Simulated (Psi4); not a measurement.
**A workflow on AlCl2F (SMILES [F][Al]([Cl])[Cl])**

Aim: a geometry optimisation (singlet AlCl2F, TPSS-D3(BJ)/6-31G*), then the energy (doublet AlCl2F+, UTPSS-D3(BJ)/6-31G*), then a structure relaxation (doublet AlCl2F+, UTPSS-D3(BJ)/6-31G*), then the energy (singlet AlCl2F, TPSS-D3(BJ)/6-31G*) of AlCl2F. 

The calculation is run with Psi4 1.11.

## Step 1: The molecule

AlCl2F has 4 atoms, charge 0, and is taken as a singlet. As SMILES, `[F][Al]([Cl])[Cl]`. The shape comes from GFN2-xTB, which is rough for such elements, and wasn't checked as a minimum. The run starts from this shape.

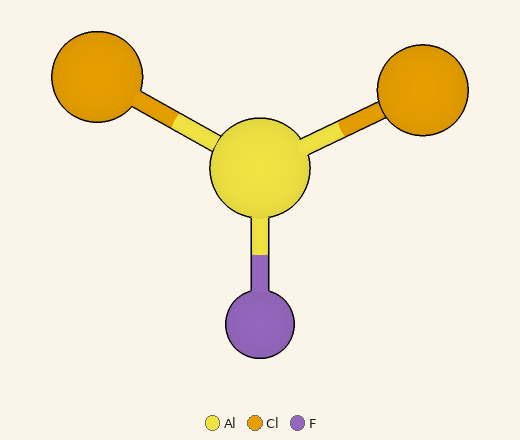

The structure, seen from a chosen angle (aluminium yellow, chlorine amber, fluorine purple).

## Step 2: A geometry optimisation at TPSS-D3(BJ)/6-31G(d) (density fitting, Cartesian functions) (run 1)

Input file calc.inp:

```
memory 1.6 GB

molecule m {
  0 1
  Al    -0.017680    -0.029510    -0.000030
  Cl     1.994930    -0.186520     0.014240
  Cl    -1.111650     1.666840    -0.016240
  F     -0.865600    -1.450810     0.002030
}


e_tot, wfn = optimize('tpss-d3(bj)/6-31G*', return_wfn=True)
```

Launch:

```sh
psi4 -n 1 calc.inp calc.out
```

calc.out:

```text
[...]
  Running in c1 symmetry.
[...]
  Nuclear repulsion =  247.327666045466202
[...]
  Multiplicity = 1
[...]
  Nalpha       = 28
  Nbeta        = 28
[...]
    Number of basis functions: 72
[...]
   @DF-RKS iter   1: -1262.77003860222339   -1.71228e-01   7.63898e-03 DIIS/ADIIS
[...]
   @DF-RKS iter   6: -1262.89790584859497   -4.09273e-12   6.46338e-09 DIIS
[...]
  @DF-RKS Final Energy: -1262.89790584859497
   => Energetics <=
    Nuclear Repulsion Energy =            241.7053157869724203
    One-Electron Energy =               -2229.3126755965349730
    Two-Electron Energy =                 810.5076592254229126
    DFT Exchange-Correlation Energy =     -85.7938771749015956
    Empirical Dispersion Energy =          -0.0043280895538894
    VV10 Nonlocal Energy =                  0.0000000000000000
    Total Energy =                      -1262.8979058485949736
[...]
  -Total Gradient:
     Atom            X                  Y                   Z
    ------   -----------------  -----------------  -----------------
       1       -0.000060641880    -0.000102813380    -0.000004414913
       2       -0.000019166662    -0.000054257088     0.000001612108
       3       -0.000038965887    -0.000042069998     0.000001415786
       4       -0.000011044955    -0.000018477966     0.000001537430
[...]
    Final optimized geometry and variables:
    Molecular point group: c1
    Full point group: C1
    Geometry (in Angstrom), charge = 0, multiplicity = 1:
    AL          -0.182786446370    -0.306368921660     0.000462313098
    CL           1.904070585524    -0.340194104853     0.014279641976
    CL          -1.203764445163     1.513972595672    -0.016213591392
    F           -1.029404552666    -1.725375652986     0.002903089965
    Psi4 run time: 0:00:55.18
[...]
```

The script printed:

```text
Optimizer: Optimization complete!
```

It took 57 s on 1 thread of AMD EPYC 7R43 (Zen 3), shared host; peak memory 0.59 GiB.

Steps, from the record of the run:

```tsv
step	energy from the first frame kept (eV)	largest force (eV/Å)
0	0.0000	1.5088
1	-0.0902	0.7053
2	-0.1093	0.1722
3	-0.1079	0.1686
4	-0.1068	0.2222
5	-0.1111	0.0894
6	-0.1122	0.0102
7	-0.1122	0.0061
```

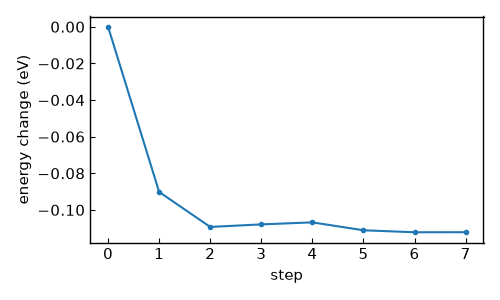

Energy along the run.

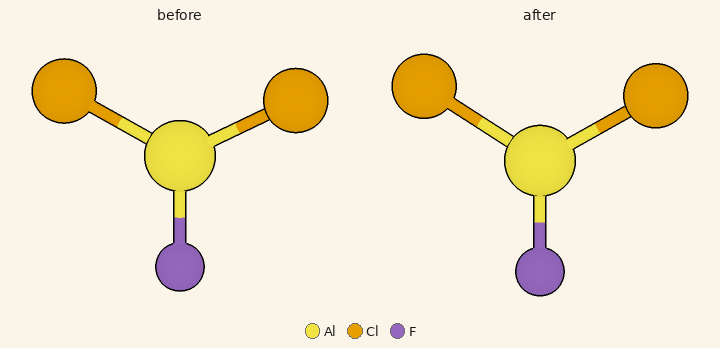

Before and after, at one scale.

After the run. Bond lengths: Al1–Cl2 2.087 Å, Al1–Cl3 2.087 Å, Al1–F4 1.652 Å. Angles: Cl2–Al1–Cl3 120.2°, Cl2–Al1–F4 119.9°, Cl3–Al1–F4 119.9°.

## Step 3: The doublet cation: the energy at UTPSS-D3(BJ)/6-31G(d) (density fitting, Cartesian functions) (run 2)

Input file run.py:

```python
import psi4

psi4.set_memory(1600000000)
psi4.set_num_threads(1)
psi4.core.set_output_file('alcl2f.out', False)

molecule = psi4.geometry("""
1 2
Al    -0.11775072    -0.19738378     0.00034960
Cl     3.82583747    -0.26130566     0.02645995
Cl    -2.04711952     3.24256216    -0.03116347
F     -1.71762688    -2.87891838     0.00496053
units au
""")

psi4.set_options({
    'basis': '6-31G*',
    'reference': 'uks',
})

e, wfn = psi4.energy("tpss-d3bj", molecule=molecule, return_wfn=True)
print('E =', round(e, 9))
for k, v in sorted(psi4.core.scalar_variables().items()):
    print(f'{k:45s} {v:18.10f}')
```

Launch:

```sh
python run.py
```

alcl2f.out:

```text
[...]
  Running in c1 symmetry.
[...]
  Nuclear repulsion =  241.705327731250264
[...]
  Multiplicity = 2
[...]
  Nalpha       = 28
  Nbeta        = 27
[...]
    Number of basis functions: 72
[...]
   @DF-UKS iter   1: -1262.39875168338995    1.28192e-01   6.43675e-03 ADIIS/DIIS
[...]
   @DF-UKS iter  11: -1262.47916079189349   -6.89326e-08   5.66125e-07 DIIS
[...]
   @S^2 Observed:                7.522405865E-01
[...]
  @DF-UKS Final Energy: -1262.47916079189349
   => Energetics <=
    Nuclear Repulsion Energy =            241.7053277312502644
    One-Electron Energy =               -2215.3526825017393094
    Two-Electron Energy =                 796.6111942532942294
    DFT Exchange-Correlation Energy =     -85.4386721850690662
    Empirical Dispersion Energy =          -0.0043280896297512
    VV10 Nonlocal Energy =                  0.0000000000000000
    Total Energy =                      -1262.4791607918934915
[...]
 Multipole Moments:
 ------------------------------------------------------------------------------------
     Multipole            Electronic (a.u.)      Nuclear  (a.u.)        Total (a.u.)
 ------------------------------------------------------------------------------------
 L = 1.  Multiply by 2.5417464519 to convert [e a0] to [Debye]
 Dipole X            :         -0.2018710            0.4995294            0.2976584
 Dipole Y            :         -0.3383530            0.8372571            0.4989042
 Dipole Z            :          0.0004323           -0.0013968           -0.0009645
 Magnitude           :                                                    0.5809534
[...]
```

On the terminal:

```text
E = -1262.479160792
CURRENT ENERGY                                  -1262.4791607919
CURRENT REFERENCE ENERGY                        -1262.4791607919
DD SOLVATION ENERGY                                 0.0000000000
DFT FUNCTIONAL TOTAL ENERGY                     -1262.4748327023
DFT TOTAL ENERGY                                -1262.4791607919
DFT VV10 ENERGY                                     0.0000000000
DFT XC ENERGY                                     -85.4386721851
DISPERSION CORRECTION ENERGY                       -0.0043280896
GRID ELECTRONS ALPHA                               27.9999969454
GRID ELECTRONS BETA                                26.9999967150
GRID ELECTRONS TOTAL                               54.9999936604
NUCLEAR REPULSION ENERGY                          241.7053277313
ONE-ELECTRON ENERGY                             -2215.3526825017
PCM POLARIZATION ENERGY                             0.0000000000
PE ENERGY                                           0.0000000000
SCF ITERATION ENERGY                            -1262.4791607919
SCF ITERATIONS                                     11.0000000000
SCF TOTAL ENERGY                                -1262.4791607919
TPSS-D3(BJ) DISPERSION CORRECTION ENERGY           -0.0043280896
TWO-ELECTRON ENERGY                               796.6111942533
XC GRID RADIAL POINTS                              75.0000000000
XC GRID SPHERICAL POINTS                          302.0000000000
XC GRID TOTAL POINTS                            86274.0000000000
```

Wall time 14 s (1 thread of AMD EPYC 7R43 (Zen 3), shared host); peak memory 0.57 GiB.

## Step 4: The doublet cation: a geometry optimisation at UTPSS-D3(BJ)/6-31G(d) (density fitting, Cartesian functions) (run 3)

Input file run.py:

```python
import psi4

psi4.set_memory(1600000000)
psi4.set_num_threads(1)
psi4.set_output_file('alcl2f.out', False)

m = psi4.geometry("""
1 2
Al
Cl 1 2.087177
Cl 1 2.087179 2 120.21718
F 1 1.652377 2 119.89141 3 -179.99323
symmetry c1
""")

psi4.set_options({
    'basis': '6-31G*',
    'reference': 'uks',
})

e_tot = psi4.optimize("tpss-d3(bj)", molecule=m)
print(f'tpss-d3(bj) energy: {e_tot:.10f} Eh')
print(m.to_string(dtype='xyz', units='Angstrom'))
for k, v in sorted(psi4.core.scalar_variables().items()):
    print(f'{k:45s} {v:18.10f}')
```

Launch:

```sh
python run.py
```

alcl2f.out:

```text
[...]
  Running in c1 symmetry.
[...]
  Nuclear repulsion =  241.705305024979396
[...]
  Multiplicity = 2
[...]
  Nalpha       = 28
  Nbeta        = 27
[...]
    Number of basis functions: 72
[...]
   @DF-UKS iter   1: -1262.39875169525021    1.28192e-01   6.43675e-03 ADIIS/DIIS
[...]
   @DF-UKS iter   9: -1262.48520917326528   -2.27374e-13   5.02563e-09 DIIS
[...]
   @S^2 Observed:                7.522266734E-01
[...]
  @DF-UKS Final Energy: -1262.48520917326528
   => Energetics <=
    Nuclear Repulsion Energy =            244.8402578019475868
    One-Electron Energy =               -2221.5486706619253710
    Two-Electron Energy =                 799.6676869716437750
    DFT Exchange-Correlation Energy =     -85.4399674802795630
    Empirical Dispersion Energy =          -0.0045158046518904
    VV10 Nonlocal Energy =                  0.0000000000000000
    Total Energy =                      -1262.4852091732652752
[...]
  -Total Gradient:
     Atom            X                  Y                   Z
    ------   -----------------  -----------------  -----------------
       1        0.000007030280    -0.000056576238    -0.000055758506
       2       -0.000001252229    -0.000073000214    -0.000047488689
       3       -0.000001252500    -0.000046747035    -0.000071719614
       4       -0.000002616338    -0.000070172962    -0.000071510449
[...]
    Final optimized geometry and variables:
    Molecular point group: c1
    Full point group: C1
    Geometry (in Angstrom), charge = 1, multiplicity = 2:
    AL
    CL            1    2.133727
    CL            1    2.133729      2   90.407030
    F             1    1.624202      2  134.796048      3 -179.979164
[...]
```

On the terminal:

```text
Optimizer: Optimization complete!
tpss-d3(bj) energy: -1262.4852091733 Eh
4
1 2 AlCl2F
Al                    0.000068696281    -0.454764950279    -0.451547845291
Cl                    0.000068696281    -0.454764950279     1.682178880446
Cl                    0.000068696281     1.678910317851    -0.466705766595
F                    -0.000350450064    -1.607329875588    -1.595936480114

CURRENT ENERGY                                  -1262.4852091733
CURRENT REFERENCE ENERGY                        -1262.4852091733
DD SOLVATION ENERGY                                 0.0000000000
DFT FUNCTIONAL TOTAL ENERGY                     -1262.4806933686
DFT TOTAL ENERGY                                -1262.4852091733
DFT VV10 ENERGY                                     0.0000000000
DFT XC ENERGY                                     -85.4399674803
DISPERSION CORRECTION ENERGY                       -0.0045158047
GRID ELECTRONS ALPHA                               28.0000092690
GRID ELECTRONS BETA                                27.0000073666
GRID ELECTRONS TOTAL                               55.0000166356
NUCLEAR REPULSION ENERGY                          244.8402578019
ONE-ELECTRON ENERGY                             -2221.5486706619
OPTIMIZATION ITERATIONS                            10.0000000000
PCM POLARIZATION ENERGY                             0.0000000000
PE ENERGY                                           0.0000000000
SCF ITERATION ENERGY                            -1262.4852091733
SCF ITERATIONS                                      9.0000000000
SCF TOTAL ENERGY                                -1262.4852091733
TPSS-D3(BJ) DISPERSION CORRECTION ENERGY           -0.0045158047
TWO-ELECTRON ENERGY                               799.6676869716
XC GRID RADIAL POINTS                              75.0000000000
XC GRID SPHERICAL POINTS                          302.0000000000
XC GRID TOTAL POINTS                            86352.0000000000
```

Wall time 2.1 min (1 thread of AMD EPYC 7R43 (Zen 3), shared host); peak memory 0.61 GiB.

The path in brief:

```tsv
step	energy from the first frame kept (eV)	largest force (eV/Å)
0	0.0000	1.1259
1	-0.0319	0.7319
2	-0.0862	0.3539
3	-0.1181	0.5625
4	-0.1602	0.3887
5	-0.1547	0.2193
6	-0.1641	0.0870
7	-0.1645	0.0181
8	-0.1644	0.0164
9	-0.1646	0.0052
```

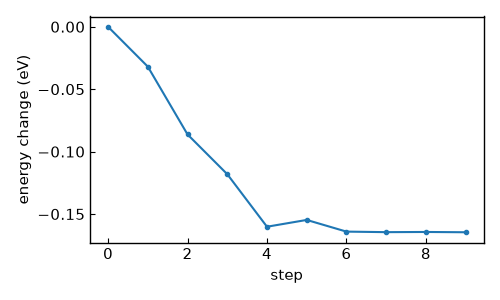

Energy along the run.

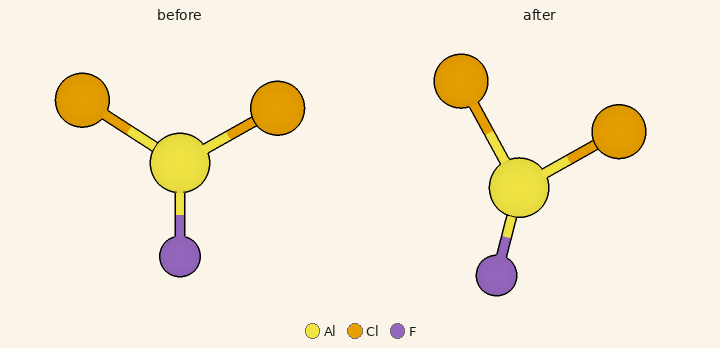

Before and after, at one scale.

After the run. Bond lengths: Al1–Cl2 2.134 Å, Al1–Cl3 2.134 Å, Al1–F4 1.624 Å. Angles: Cl2–Al1–Cl3 90.4°, Cl2–Al1–F4 134.8°, Cl3–Al1–F4 134.8°.

## Step 5: A single-point energy at TPSS-D3(BJ)/6-31G(d) (density fitting, Cartesian functions) (run 4)

Input file alcl2f.xyz:

```xyz
4
AlCl2F
Al    -0.338389    -0.245463    -0.000884
Cl     1.795011    -0.280044     0.013241
Cl    -0.318889     1.888145    -0.012486
F     -1.501326    -1.379310    -0.001828
```

Input file alcl2f.py:

```python
import psi4

psi4.set_memory(1600000000)
psi4.set_num_threads(1)
psi4.core.set_output_file('output.dat', False)

with open('alcl2f.xyz') as f:
    atoms = ''.join(f.readlines()[2:])
molecule = psi4.geometry('0 1\n' + atoms + '')

psi4.set_options({
    'reference': 'rks',
})

result, w = psi4.energy('tpss-d3bj2b/6-31G*', return_wfn=True)
print(f'total energy {result:.8f} hartree = {result * 27.211386:.5f} eV')
for k, v in sorted(psi4.core.scalar_variables().items()):
    print(f'{k:45s} {v:18.10f}')
```

Launch:

```sh
python alcl2f.py
```

output.dat:

```text
[...]
  Running in c1 symmetry.
[...]
  Nuclear repulsion =  244.840246427222638
[...]
  Multiplicity = 1
[...]
  Nalpha       = 28
  Nbeta        = 28
[...]
    Number of basis functions: 72
[...]
   @DF-RKS iter   1: -1262.74905809287816   -2.44217e-01   7.59348e-03 DIIS/ADIIS
[...]
   @DF-RKS iter   9: -1262.87443165468244   -4.03838e-09   2.17509e-07 DIIS
[...]
  @DF-RKS Final Energy: -1262.87443165468244
   => Energetics <=
    Nuclear Repulsion Energy =            244.8402464272226382
    One-Electron Energy =               -2235.7352577439041852
    Two-Electron Energy =                 813.8143984781645486
    DFT Exchange-Correlation Energy =     -85.7893030117187294
    Empirical Dispersion Energy =          -0.0045158044467216
    VV10 Nonlocal Energy =                  0.0000000000000000
    Total Energy =                      -1262.8744316546824393
[...]
 Multipole Moments:
 ------------------------------------------------------------------------------------
     Multipole            Electronic (a.u.)      Nuclear  (a.u.)        Total (a.u.)
 ------------------------------------------------------------------------------------
 L = 1.  Multiply by 2.5417464519 to convert [e a0] to [Debye]
 Dipole X            :         -1.3336313            0.8247769           -0.5088544
 Dipole Y            :         -1.3002520            0.8041418           -0.4961103
 Dipole Z            :         -0.0017412            0.0008255           -0.0009157
 Magnitude           :                                                    0.7106750
[...]
```

The script printed:

```text
total energy -1262.87443165 hartree = -34364.56363 eV
CURRENT ENERGY                                  -1262.8744316547
CURRENT REFERENCE ENERGY                        -1262.8744316547
DD SOLVATION ENERGY                                 0.0000000000
DFT FUNCTIONAL TOTAL ENERGY                     -1262.8699158502
DFT TOTAL ENERGY                                -1262.8744316547
DFT VV10 ENERGY                                     0.0000000000
DFT XC ENERGY                                     -85.7893030117
DISPERSION CORRECTION ENERGY                       -0.0045158044
GRID ELECTRONS ALPHA                               28.0000078342
GRID ELECTRONS BETA                                28.0000078342
GRID ELECTRONS TOTAL                               56.0000156685
NUCLEAR REPULSION ENERGY                          244.8402464272
ONE-ELECTRON ENERGY                             -2235.7352577439
PCM POLARIZATION ENERGY                             0.0000000000
PE ENERGY                                           0.0000000000
SCF ITERATION ENERGY                            -1262.8744316547
SCF ITERATIONS                                      9.0000000000
SCF TOTAL ENERGY                                -1262.8744316547
TPSS-D3(BJ) DISPERSION CORRECTION ENERGY           -0.0045158044
TWO-ELECTRON ENERGY                               813.8143984782
XC GRID RADIAL POINTS                              75.0000000000
XC GRID SPHERICAL POINTS                          302.0000000000
XC GRID TOTAL POINTS                            86352.0000000000
```

Run time: 8.7 s. Hardware: 1 thread of AMD EPYC 7R43 (Zen 3), shared host; peak memory 0.56 GiB.

## Step 6: What came out

```
                                                               quantity           value
                     run 1, TPSS-D3(BJ)/6-31G*: total energy at the end  -1262.89791 Eh
                               run 1, TPSS-D3(BJ)/6-31G*: dipole moment          0.03 D
                                 run 1, TPSS-D3(BJ)/6-31G*: HOMO energy        -8.22 eV
                                 run 1, TPSS-D3(BJ)/6-31G*: LUMO energy        -2.16 eV
                               run 1, TPSS-D3(BJ)/6-31G*: HOMO–LUMO gap         6.06 eV
                           run 1, TPSS-D3(BJ)/6-31G*: dispersion energy   -11.36 kJ/mol
                                    doublet cation, run 2: total energy  -1262.47916 Eh
              doublet cation, run 2: HOMO energy (highest over α and β)       -15.01 eV
               doublet cation, run 2: LUMO energy (lowest over α and β)       -14.54 eV
                               doublet cation, run 2: dispersion energy   -11.36 kJ/mol
                                            doublet cation, run 2: ⟨S²⟩           0.752
                         doublet cation, run 3: total energy at the end  -1262.48521 Eh
              doublet cation, run 3: HOMO energy (highest over α and β)       -14.80 eV
               doublet cation, run 3: LUMO energy (lowest over α and β)       -13.97 eV
                               doublet cation, run 3: dispersion energy   -11.86 kJ/mol
                                            doublet cation, run 3: ⟨S²⟩           0.752
                                run 4, TPSS-D3(BJ)/6-31G*: total energy  -1262.87443 Eh
                               run 4, TPSS-D3(BJ)/6-31G*: dipole moment          1.81 D
                                 run 4, TPSS-D3(BJ)/6-31G*: HOMO energy        -7.22 eV
                                 run 4, TPSS-D3(BJ)/6-31G*: LUMO energy        -2.77 eV
                               run 4, TPSS-D3(BJ)/6-31G*: HOMO–LUMO gap         4.45 eV
                           run 4, TPSS-D3(BJ)/6-31G*: dispersion energy   -11.86 kJ/mol
adiabatic ionisation energy (to the doublet cation, no zero-point term)       11.230 eV
```

**Reading.** The adiabatic ionisation energy (to the doublet cation, no zero-point term) is 11.23 eV (259 kcal/mol). The optimisation (run 1, TPSS-D3(BJ)/6-31G*) took 8 steps and changed the energy by -0.112 eV. The optimisation (doublet cation, run 3) took 10 steps and changed the energy by -0.165 eV.
